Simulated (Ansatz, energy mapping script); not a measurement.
## CuF2 monolayer: exchange couplings from total energies (strain along x +6 %)

How strongly do the moments of CuF2 monolayer couple under r²SCAN+U (3.9 eV)? The plan is to run several orders and fit a Heisenberg model.

Calculated with Ansatz 0.2.0; r²SCAN with U = 3.9 eV on Cu d, ortho-atomic projectors; plane waves, U on orthogonalised atomic orbitals unless named otherwise, collinear spin, no spin–orbit coupling.

## Step 1: The structure

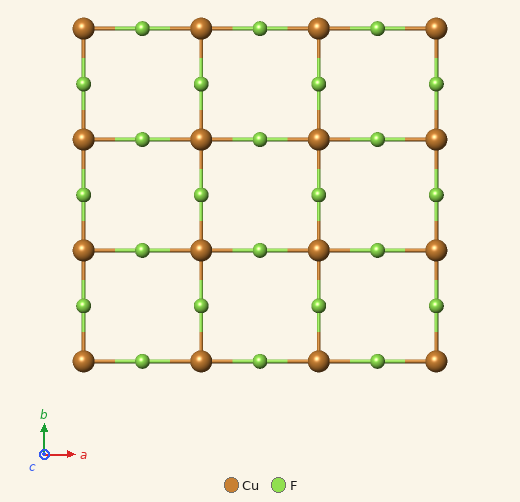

Start, viewed from above; copper orange, fluorine green. 3×3×1 cells are drawn. Some periodic images of atoms are drawn too.

The cell holds 3 atoms: 1 Cu and 2 F. Its edges and angles: a = 3.957 Å, b = 3.733 Å, c = 15.000 Å, α = 90.0°, β = 90.0°, γ = 90.0°. It derives from CuF2. one layer cut from the bulk crystal, unrelaxed, 15 A of vacuum. Vacuum lies along c.

As a file:

```cif
data_structure
_symmetry_space_group_name_H-M 'P 1'
_symmetry_Int_Tables_number 1
_cell_length_a 3.9568
_cell_length_b 3.7328
_cell_length_c 15.0000
_cell_angle_alpha 90.000
_cell_angle_beta 90.000
_cell_angle_gamma 90.000
_cell_volume 221.55
loop_
_atom_site_label
_atom_site_type_symbol
_atom_site_fract_x
_atom_site_fract_y
_atom_site_fract_z
_atom_site_occupancy
Cu1 Cu 0.00000 0.00000 0.50000 1
F2 F 0.50000 0.00000 0.50000 1
F3 F 0.00000 0.50000 0.50000 1
```

The cell comes from a database of computed structures, and need not be the one that the compound takes in experiment.

This cell differs from the given one by: strain along x +6 %. Atoms follow the cell and are not relaxed.

A Hubbard U penalises fractional filling of the shell. It raises the cost of virtual hops to the neighbours, so couplings that rest on such hops usually weaken.

## Step 2: One set of occupation matrices for all orders

A corrected shell can settle in several orbital fillings. One parallel run, with an occupation width a fifth wider than the orders use, therefore is to supply the occupation matrices. All orders start from them.

File input.yaml:

```yaml
crystal:
  lattice:
    - [3.95676588, 0.0, 0.0]
    - [0.0, 3.732798, 0.0]
    - [0.0, 0.0, 15.0]
  atoms:
    - { symbol: Cu, position: [0.0, 0.0, 0.5], spin: 1.0 }
    - { symbol: F, position: [0.5, 0.0, 0.5] }
    - { symbol: F, position: [0.0, 0.5, 0.5] }
magnetization:
  spin_polarized: true
kpoints:
  mp_grid: { grid: [7, 7, 1] }
hamiltonian:
  xc: r2scan
  hubbard:
    sites: [{ species: Cu, l: d, u_eff: 3.9 }]
    projectors: ortho-atomic
scf:
  occupations: { method: fermi_dirac, width: 0.036 }
output:
  eigenvalues: true
```

Command:

```sh
> ansatz run input.yaml --threads 4 --pin off --max-ram 8192MiB --backend cpu --events-out ev --progress --plain --runs-dir out
```

Numbers of over 12 decimals in the logs are rounded to 6 here.

What it wrote:

```text
Engine: ansatz 0.2.0, aarch64-unknown-linux-gnu
Pseudopotentials: kind: paw
Pseudopotential: Cu, paw, valence charge 19, recommended cutoff 500 eV (meta_gga), Cu.paw.azcp
Pseudopotential: F, paw, valence charge 7, recommended cutoff 500 eV (meta_gga), F.paw.azcp
Functional definition: r2SCAN
  parameter k0 = 0.174
  parameter k1 = 0.065
  parameter a1 = 4.9479
  exchange = r2scan_x(k0 = k0, k1 = k1, a1 = a1)
  correlation = r2scan_c
Crystal: 3 atoms, lattice volume = 221.547 Å³
Basis set: ecut = 500 eV, 5613 PW (Γ), exchange–correlation on 120×120×480 points (64 copies of the dense FFT grid, shifted against one another)
Bands: 21, of which v1, the nominal top of the filled ones, is band 17 counted from 1 (16 counted from 0)
Symmetry: 8 space group operations
Space group: Pmmm (ITA 47), of the structure as read, at distance tolerance 6.1e-5 Å
Magnetic group: BNS 47.249 (UNI 347), of the structure as read, at distance tolerance 6.1e-5 Å
k-points: 16 of 49
Non-local potential: Cu, projectors of the file, l = 0: 3, l = 1: 2, l = 2: 3, l = 3: 1
Non-local potential: F, projectors of the file, l = 0: 2, l = 1: 2, l = 2: 1
PAW form: soft (Blöchl's): semilocal exchange-correlation on the pseudo side does not see the compensation charge
PAW frozen core: Cu, regenerated for the run's functional (the file was generated under x = pbe(κ = 0.804, μ = 0.219515), c = pbe(β = 0.066725))
PAW frozen core: F, regenerated for the run's functional (the file was generated under x = pbe(κ = 0.804, μ = 0.219515), c = pbe(β = 0.066725))
PAW one-centre angular grid: Cu, 590 points (default); XC on 160 Gauss nodes
PAW one-centre angular grid: F, 302 points (default); XC on 160 Gauss nodes
Initial density: superposition of atomic densities (neutral atoms: chi_scale 0, normalization atom)
Starting moments: Σ|m| = 1 μB on 1 of 3 sites
Initial wavefunctions: pseudopotential atomic-orbital guess
Functional: x = r2scan, c = r2scan; τ floored in thin density (d = 2e-4 eV/Å³)
SCF iter   1: F=—  HF=-8251.062164 eV  |F-HF|=—  |Δ(HF+E_count)|=         —  Δρ=4.00e-2 (↑4.00e-2 ↓3.83e-2)  dr2=1.13e1  dr2_τ=1.09e-1  dr2_m=1.88e-1  M=0.841 μB ∫|m|=0.901 μB  β_m=0.30  ethr=3.10e-3  ⟨swp⟩=5.9  Hψ=3298  notcnv=0
preconditioner: auto → Resta (q_TF=auto, 1.986 Å⁻¹)  ε∞=2.1  [insulator: Δε(μ)=0.161 eV  Ē_g=10.900 eV  σ=0.036 eV  W_gap=0.70  n_scr=28 (ndim 8)  ℏωp=11.4 eV  f_vac=0.769  D(μ)=0.68/eV (n_scr^D=2)  ε∞_Penn≈2.1  vacuum switching on, ρ_ref=8.6e-3 e/Å³]
spin=Collinear: Resta preconditioning applied to the charge; magnetization (m = ρ↑ − ρ↓) channel mixes plain (no charge-response kernel on spin).
[...]
SCF iter  20: F=-8249.109291 eV  HF=-8249.109291 eV  |F-HF|=5.65e-9  |Δ(HF+E_count)|=   1.16e-7  Δρ=9.65e-7 (↑8.32e-7 ↓9.65e-7)  dr2=2.36e-9  dr2_τ=9.00e-11  dr2_m=1.05e-10  M=1.000 μB ∫|m|=1.058 μB  ethr=3.03e-10  ⟨swp⟩=2.7  Hψ=2367  notcnv=0
SCF 1 converged in 20 iterations: F = -8249.109291 eV  dr2 = 2.36e-9
[...]
Symmetry: 4 space group operations
k-points: 25 of 49
[...]
Starting moments: Σ|m| = 1 μB on 1 of 3 sites; this step starts from the density that it was given
[...]
spin=Collinear: Resta preconditioning applied to the charge; magnetization (m = ρ↑ − ρ↓) channel mixes plain (no charge-response kernel on spin).
an SCF along what the orbitals of the run's state read of its open shells (or to have them read: on a GPU, or by another smearing), with 4 of the crystal's symmetry operations given up (25 k-points in place of 16), reached no lower state that the run goes on to. This is no proof of a minimum
this state was not tested for a lower state beside it, because the mixer in use, unlike msr1, does not test its closes by its own steps (another_mixer; see scf.mixing.algorithm and scf.lower_state_search)
SCF converged after 20 iterations
Magnetization: 1.0000 μB (17.0000 up, 16.0000 down)
Absolute magnetization: 1.0419 μB (∫|ρ↑−ρ↓|, with the PAW one-centre terms)
Spin contamination: 0.0012 ħ² per cell (⟨S²⟩ above its minimum at these occupations)
Per-site moments (μB) at R_I (Å): [(0.823966, 0.769890), (0.084210, 0.816083), (0.070195, 0.769890)]
Free energy (F): -8249.109291 eV
Harris-Foulkes:  -8249.109291 eV  (|F-HF|=5.65e-9)
Internal energy: -8249.109291 eV  (E = F + TS)
E sigma→0 (E₀):  -8249.109291 eV
Fermi energy:    -4.665204 eV
--- Per-component energies (eV) ---
  E_band       = -999.220593
  E_kinetic    = 706.077785
  E_local      = -20175.400577  (includes V_loc(G=0)·N_el)
  E_nonlocal   = 536.818806
  E_hartree    = 9446.174190
  E_xc         = -238.432745
  E_vxc        = -351.210762  (∫ρ·V_xc dr)
  E_hubbard    = 0.457190  (on-site DFT+U / exact-exchange correction)
  E_vhub       = -16.861253  (the Hubbard potential's part of the band-sum identity)
  E_paw        = -2077.915826  (= ΣΔE_a)
  E_vpaw       = -616.646815  (= ΣTr[D̂ρ^β])
  E_aug_tail   = 0.002232  (compensation charges beyond the density's cutoff)
  E_vtau       = 25.650973  (kinetic-family band-sum trace: ∫τ·v_τ [+ j·A + Jᵃ·Aᵃ] dr)
  E_ewald      = 3553.473545
  E_core_change = -0.363891  (= ΣΔE_core)
  E_smearing   = -0.000000  (= −TS)
  E_closure    = 0.000000  (closes the sum)
  Σ components = -8249.109291   (vs F -8249.109291, Δ=0.00e0)
--- Band table (eV; the first three rows and the last of 32) ---
  k-point 0 ↑: bands = [... 13 lower, -8.3191, -7.2032, -7.1061, -6.7497, -0.5588, 1.5648, 2.0018, 3.5277]
  k-point 1 ↑: bands = [... 13 lower, -8.0448, -7.1503, -7.0926, -6.8313, -0.1836, 1.7323, 2.2294, 3.6960]
  k-point 2 ↑: bands = [... 13 lower, -7.5973, -7.0478, -7.0268, -7.0181, 0.7862, 2.2092, 2.9042, 4.1719]
  k-point 15 ↓: bands = [... 13 lower, -6.6994, -6.4456, -6.2736, -1.5801, 3.1759, 3.7263, 5.5002, 5.8448]
Occupation matrices written to <dir>
```

It took 15 s on 4 threads of Arm Neoverse V2, shared host; peak memory 1.2 GiB.

Numbers from this step:

- final state: ferromagnetic
- electrons in the corrected shells: 9.116 e
- largest moment: 0.824 μB

## Step 3: Run 1 (parallel; cell A, 6 atoms)

Each cell gets its own parallel run on the same mesh, so that most of the mesh error cancels in the differences.

File input.yaml:

```yaml
crystal:
  lattice:
    - [3.95676588, 0.0, 0.0]
    - [0.0, 7.465596, 0.0]
    - [0.0, 0.0, 15.0]
  atoms:
    - { symbol: Cu, position: [0.0, 0.0, 0.5], spin: 1.0 }
    - { symbol: Cu, position: [0.0, 0.5, 0.5], spin: 1.0 }
    - { symbol: F, position: [0.5, 0.0, 0.5] }
    - { symbol: F, position: [0.5, 0.5, 0.5] }
    - { symbol: F, position: [0.0, 0.25, 0.5] }
    - { symbol: F, position: [0.0, 0.75, 0.5] }
magnetization:
  spin_polarized: true
kpoints:
  mp_grid: { grid: [7, 4, 1] }
hamiltonian:
  xc: r2scan
  hubbard:
    sites:
      - { species: Cu, l: d, u_eff: 3.9 }
      - { site: 0, l: d, u_eff: 3.9, starting_ns: [{ spin: up, occupation_matrix: cu1_major }, { spin: down, occupation_matrix: cu1_minor }] }
      - { site: 1, l: d, u_eff: 3.9, starting_ns: [{ spin: up, occupation_matrix: cu1_major }, { spin: down, occupation_matrix: cu1_minor }] }
    projectors: ortho-atomic
    occupation_matrices:
      cu1_major:
        matrix:
          - [0.985, 0.0, 0.0, -0.002, 0.0]
          - [0.0, 0.994, 0.0, 0.0, 0.0]
          - [0.0, 0.0, 0.994, 0.0, 0.0]
          - [-0.002, 0.0, 0.0, 0.99, 0.0]
          - [0.0, 0.0, 0.0, 0.0, 0.993]
      cu1_minor:
        matrix:
          - [0.981, 0.0, 0.0, -0.04, 0.0]
          - [0.0, 0.995, 0.0, 0.0, 0.0]
          - [0.0, 0.0, 0.995, 0.0, 0.0]
          - [-0.04, 0.0, 0.0, 0.196, 0.0]
          - [0.0, 0.0, 0.0, 0.0, 0.993]
scf:
  occupations: { method: fermi_dirac, width: 0.03 }
output:
  eigenvalues: true
```

What it wrote:

```text
[...]
Crystal: 6 atoms, lattice volume = 443.094 Å³
Basis set: ecut = 500 eV, 11283 PW (Γ), exchange–correlation on 120×240×480 points (64 copies of the dense FFT grid, shifted against one another)
Bands: 41, of which v1, the nominal top of the filled ones, is band 33 counted from 1 (32 counted from 0)
Symmetry: 16 space group operations
[...]
k-points: 12 of 28
[...]
Starting moments: Σ|m| = 2 μB on 2 of 6 sites
[...]
SCF iter   1: F=—  HF=-16504.663283 eV  |F-HF|=—  |Δ(HF+E_count)|=         —  Δρ=4.53e-2 (↑3.74e-2 ↓4.53e-2)  dr2=2.49e1  dr2_τ=2.36e-1  dr2_m=5.45e-1  M=2.000 μB ∫|m|=2.137 μB  β_m=1.00  ethr=3.10e-3  ⟨swp⟩=6.4  Hψ=3949  notcnv=0
[...]
SCF iter  18: F=-16498.218547 eV  HF=-16498.218547 eV  |F-HF|=2.96e-9  |Δ(HF+E_count)|=   1.23e-7  Δρ=3.75e-7 (↑3.75e-7 ↓3.11e-7)  dr2=1.43e-9  dr2_τ=1.74e-11  dr2_m=2.65e-11  M=2.000 μB ∫|m|=2.117 μB  ethr=2.94e-11  ⟨swp⟩=6.1  Hψ=3293  notcnv=0
SCF 1 converged in 18 iterations: F = -16498.218547 eV  dr2 = 1.43e-9
[...]
SCF converged after 18 iterations
Magnetization: 2.0000 μB (34.0000 up, 32.0000 down)
Absolute magnetization: 2.0837 μB (∫|ρ↑−ρ↓|, with the PAW one-centre terms)
[...]
Per-site moments (μB) at R_I (Å): [(0.823959, 0.769890), (0.823959, 0.769890), (0.084214, 0.816083), (0.084214, 0.816083), (0.070201, 0.769890), (0.070201, 0.769890)]
Free energy (F): -16498.218547 eV
[...]
Internal energy: -16498.218547 eV  (E = F + TS)
E sigma→0 (E₀):  -16498.218547 eV
Fermi energy:    -4.645084 eV
[...]
--- Specified on-site occupations, and those of the state reported ---
  electrons in the specified blocks: 18.2320 specified, 18.2314 found
  site 0 (l=d) ↓: largest change of an orbital's occupation 0.0006; electrons 4.1600 specified, 4.1606 found; spectral distance 0.0007
[...]
site 0 (l=d) ↑: largest change of an orbital's occupation 0.0005; electrons 4.9560 specified, 4.9551 found; spectral distance 0.0007
[...]
--- Band table (eV; the first three rows and the last of 24) ---
  k-point 0 ↑: bands = [... 29 lower, -7.2032, -7.1061, -6.9530, -6.9089, -6.7497, -0.5587, 1.5649, 2.0036, ... 4 higher]
  k-point 1 ↑: bands = [... 29 lower, -7.1404, -7.0958, -6.9996, -6.9537, -6.8132, -0.2689, 1.5283, 1.6935, ... 4 higher]
  k-point 2 ↑: bands = [... 29 lower, -7.0627, -7.0598, -7.0598, -6.9674, -6.9674, 0.5061, 0.5061, 2.0652, ... 4 higher]
  k-point 11 ↓: bands = [... 29 lower, -6.4498, -6.3996, -6.3996, -2.1819, -2.1819, 2.4947, 2.4947, 2.9371, ... 4 higher]
Occupation matrices written to <dir>
```

Elapsed: 29 s, on 4 threads; peak memory 2 GiB; 1.9 min of CPU time.

Spin moment in the sphere by atom:

```tsv
atom	spin moment in the sphere (μB)
Cu1	0.824
Cu2	0.824
F3	0.084
F4	0.084
F5	0.070
F6	0.070
```

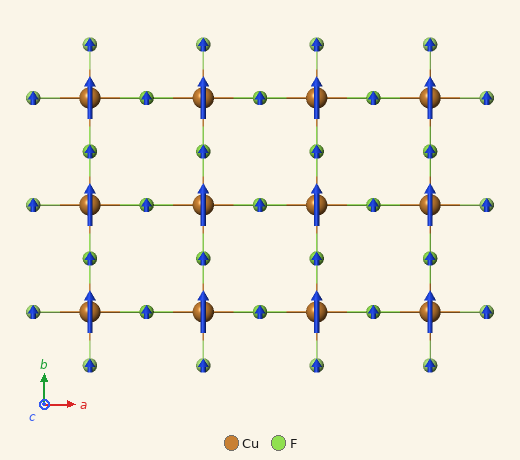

Spin moment in the sphere as arrows, the longest 0.824 μB. Up and down stand for the sign. Arrows give size and sign along the axis of quantisation, drawn up and down the page. Each arrow also spans its atom, so small moments look longer than they are. 3×1×1 cells are drawn. Some periodic images of atoms are drawn too.

The run ends ferromagnetic.

## Step 4: Order 2: compensated +−, cell A of 6 atoms

This order reverses 2 of the 2 neighbours at 3.73 Å, 0 of the 2 neighbours at 3.96 Å and 4 of the 4 neighbours at 5.44 Å, counted for an average magnetic atom.

Edit input.yaml of step 3 so:

```diff
@@ -7,3 +7,3 @@
     - { symbol: Cu, position: [0.0, 0.0, 0.5], spin: 1.0 }
-    - { symbol: Cu, position: [0.0, 0.5, 0.5], spin: 1.0 }
+    - { symbol: Cu, position: [0.0, 0.5, 0.5], spin: -1.0 }
     - { symbol: F, position: [0.5, 0.0, 0.5] }
@@ -22,3 +22,3 @@
       - { site: 0, l: d, u_eff: 3.9, starting_ns: [{ spin: up, occupation_matrix: cu1_major }, { spin: down, occupation_matrix: cu1_minor }] }
-      - { site: 1, l: d, u_eff: 3.9, starting_ns: [{ spin: up, occupation_matrix: cu1_major }, { spin: down, occupation_matrix: cu1_minor }] }
+      - { site: 1, l: d, u_eff: 3.9, starting_ns: [{ spin: up, occupation_matrix: cu1_minor }, { spin: down, occupation_matrix: cu1_major }] }
     projectors: ortho-atomic
```

What it wrote:

```text
[...]
Crystal: 6 atoms, lattice volume = 443.094 Å³
Basis set: ecut = 500 eV, 11283 PW (Γ), exchange–correlation on 120×240×480 points (64 copies of the dense FFT grid, shifted against one another)
Bands: 41, of which v1, the nominal top of the filled ones, is band 33 counted from 1 (32 counted from 0)
Symmetry: 8 space group operations
[...]
k-points: 12 of 28
[...]
Starting moments: Σ|m| = 2 μB on 2 of 6 sites
Starting magnetic order: antiferromagnet; a translation exchanges its spin sublattices: spin-degenerate at every k-point
[...]
SCF iter   1: F=—  HF=-16504.698489 eV  |F-HF|=—  |Δ(HF+E_count)|=         —  Δρ=4.14e-2 (↑4.14e-2 ↓4.14e-2)  dr2=2.48e1  dr2_τ=2.35e-1  dr2_m=5.25e-1  M=0.000 μB ∫|m|=2.099 μB  β_m=1.00  ethr=3.10e-3  ⟨swp⟩=6.2  Hψ=1913  notcnv=0
[...]
SCF iter  18: F=-16498.307072 eV  HF=-16498.307072 eV  |F-HF|=5.36e-8  |Δ(HF+E_count)|=   1.04e-7  Δρ=1.05e-6 (↑1.05e-6 ↓1.05e-6)  dr2=4.04e-9  dr2_τ=1.05e-10  dr2_m=3.30e-9  M=0.000 μB ∫|m|=1.997 μB  ethr=4.60e-11  ⟨swp⟩=6.3  Hψ=1672  notcnv=0
SCF 1 converged in 18 iterations: F = -16498.307072 eV  dr2 = 4.04e-9
[...]
SCF converged after 18 iterations
Magnetization: 0.0000 μB (33.0000 up, 33.0000 down)
Absolute magnetization: 1.9642 μB (∫|ρ↑−ρ↓|, with the PAW one-centre terms)
[...]
Per-site moments (μB) at R_I (Å): [(0.801032, 0.769890), (-0.801032, 0.769890), (0.078111, 0.816083), (-0.078111, 0.816083), (-1.235140713924647e-17, 0.769890), (9.642718110714528e-17, 0.769890)]
Free energy (F): -16498.307072 eV
[...]
Internal energy: -16498.307072 eV  (E = F + TS)
E sigma→0 (E₀):  -16498.307072 eV
Fermi energy:    -4.821930 eV
[...]
--- Specified on-site occupations, and those of the state reported ---
  electrons in the specified blocks: 18.2320 specified, 18.2614 found
[...]
--- Band table (eV; the first three rows and the last of 24) ---
  k-point 0 ↑: bands = [... 29 lower, -7.0716, -6.8551, -6.7903, -6.7048, -3.4384, -0.4891, 1.5612, 2.0047, ... 4 higher]
  k-point 1 ↑: bands = [... 29 lower, -7.0553, -6.8975, -6.8671, -6.7735, -3.4186, -0.1922, 1.6660, 1.6899, ... 4 higher]
  k-point 2 ↑: bands = [... 29 lower, -7.0067, -6.9828, -6.9778, -6.8867, -3.4000, 0.5348, 0.6863, 2.0545, ... 4 higher]
  k-point 11 ↓: bands = [... 29 lower, -6.5092, -6.4759, -6.4472, -6.2030, -2.2381, 2.3534, 2.4830, 2.9315, ... 4 higher]
Occupation matrices written to <dir>
```

The job ended after 18 s (4 threads; peak memory 2 GiB).

Spin moment in the sphere by atom:

```tsv
atom	spin moment in the sphere (μB)
Cu1	0.801
Cu2	-0.801
F3	0.078
F4	-0.078
F5	0.000
F6	0.000
```

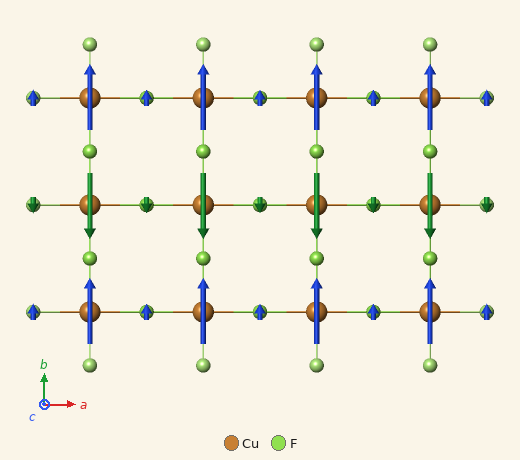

Spin moment in the sphere as arrows, the longest 0.801 μB. Up and down stand for the sign. Arrows give size and sign along the axis of quantisation, drawn up and down the page. Each arrow also spans its atom, so small moments look longer than they are. The two directions have two colours. 3×1×1 cells are drawn. Some periodic images of atoms are drawn too.

The run ends antiferromagnetic, 44.26 meV a magnetic atom below the parallel order of its cell.

## Step 5: Order 3: parallel, cell B of 6 atoms

The parallel order again, as the reference for this cell.

This run holds the same structure in another cell (a 3.957 → 5.440 Å, γ 90.0 → 46.7°).

Edit input.yaml of step 4 so:

```diff
@@ -2,3 +2,3 @@
   lattice:
-    - [3.95676588, 0.0, 0.0]
+    - [3.95676588, 3.732798, 0.0]
     - [0.0, 7.465596, 0.0]
@@ -7,5 +7,5 @@
     - { symbol: Cu, position: [0.0, 0.0, 0.5], spin: 1.0 }
-    - { symbol: Cu, position: [0.0, 0.5, 0.5], spin: -1.0 }
-    - { symbol: F, position: [0.5, 0.0, 0.5] }
-    - { symbol: F, position: [0.5, 0.5, 0.5] }
+    - { symbol: Cu, position: [0.0, 0.5, 0.5], spin: 1.0 }
+    - { symbol: F, position: [0.5, 0.75, 0.5] }
+    - { symbol: F, position: [0.5, 0.25, 0.5] }
     - { symbol: F, position: [0.0, 0.25, 0.5] }
@@ -15,3 +15,3 @@
 kpoints:
-  mp_grid: { grid: [7, 4, 1] }
+  mp_grid: { grid: [7, 7, 1] }
 hamiltonian:
@@ -22,3 +22,3 @@
       - { site: 0, l: d, u_eff: 3.9, starting_ns: [{ spin: up, occupation_matrix: cu1_major }, { spin: down, occupation_matrix: cu1_minor }] }
-      - { site: 1, l: d, u_eff: 3.9, starting_ns: [{ spin: up, occupation_matrix: cu1_minor }, { spin: down, occupation_matrix: cu1_major }] }
+      - { site: 1, l: d, u_eff: 3.9, starting_ns: [{ spin: up, occupation_matrix: cu1_major }, { spin: down, occupation_matrix: cu1_minor }] }
     projectors: ortho-atomic
```

What it wrote:

```text
[...]
Crystal: 6 atoms, lattice volume = 443.094 Å³
Basis set: ecut = 500 eV, 11237 PW (Γ), exchange–correlation on 160×240×480 points (64 copies of the dense FFT grid, shifted against one another)
Bands: 41, of which v1, the nominal top of the filled ones, is band 33 counted from 1 (32 counted from 0)
Symmetry: 16 space group operations
[...]
k-points: 16 of 49
[...]
k-point 1 ↑: bands = [... 29 lower, -6.9934, -6.7543, -6.6803, -6.3796, -5.5846, -0.3822, 1.6442, 2.1110, ... 4 higher]
  k-point 2 ↑: bands = [... 29 lower, -7.0201, -6.7519, -6.7181, -6.5483, -5.9604, 0.1038, 1.8758, 2.4319, ... 4 higher]
  k-point 15 ↓: bands = [... 29 lower, -6.6847, -6.4302, -6.4232, -3.1128, -2.9446, 2.1070, 2.2299, 2.8297, ... 4 higher]
Occupation matrices written to <dir>
[key lines of the parts left out:]
SCF converged after 18 iterations
Magnetization: 2.0000 μB (34.0000 up, 32.0000 down)
Free energy (F): -16498.218574 eV
Fermi energy:    -4.617136 eV
```

The job ended after 37 s (4 threads; peak memory 2.4 GiB; 2.4 min of CPU time).

The run ends ferromagnetic. For each magnetic atom its energy differs from the parallel run of the first cell by -0.01 meV, an error that one common reference would have brought in.

(Part 1 of 3 ends here.)

[Logs and program files are shortened in this print: banners, set-up blocks, solver, clock and traceback lines can be left out without a mark of their own.]

[Logs are printed without paths, hosts, clocks, repeated set-up lines and the standing remarks that a program may print on its own settings, such as how far it seeks lower states.]

[Hosts, paths, dates, database ids (printed as entryN), source tags and the programs' standing remarks are cut or masked in the printed files.]

[Where a cell is said to come from a database of computed structures, the database is the Materials Project.]
